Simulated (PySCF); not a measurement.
Vertical excitations of a molecule C4H2F2O2 from TDDFT-B3LYP/def2-SVPD (PySCF 2.14.0), as energy in eV (oscillator strength): 4.23 (0.000), 5.25 (0.200), 6.25 (0.010), 6.73 (0.011), 6.81 (0.000), 7.19 (0.002), 7.21 (0.000), 7.49 (0.015), 7.54 (0.001), 7.92 (0.089). Lowest triplet (TDA): 3.46 eV. Geometry: B3LYP-D3(BJ)/def2-SVP. The values are those of a single conformer.

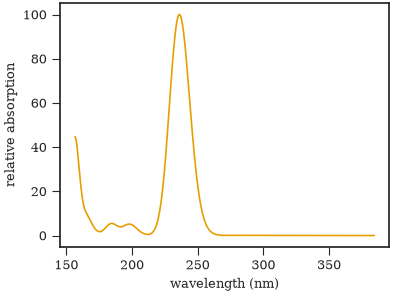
Fig. 1. The lines broadened by 0.4 eV.

### Question
Identify the compound among the candidates.
A) Oc1occ(F)c1F
B) O=C1COC(F)=C1F
C) FC1=COC=C(F)O1
D) Oc1cc(F)c(F)o1

### Answer
B, O=C1COC(F)=C1F
